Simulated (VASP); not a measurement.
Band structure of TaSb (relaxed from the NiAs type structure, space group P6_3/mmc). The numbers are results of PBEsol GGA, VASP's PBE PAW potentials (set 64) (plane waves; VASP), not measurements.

Unless said otherwise, spin-orbit coupling is left out, though it shifts the bands of the heavy elements here.

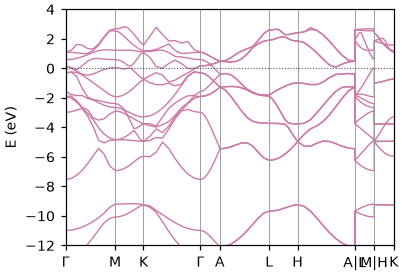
Bands along high-symmetry lines, zero at the valence-band maximum or, without a gap, the Fermi level

Q: Read the plot: is there a gap, and where are the band edges?

A: It has no gap at this level: it comes out as a metal or semimetal. (Edges off the drawn lines would not show.)

The structure was generated: TaSb was put into the NiAs type type (P6_3/mmc), which need not be its known phase. It was relaxed first, which changed the volume by -43 %.
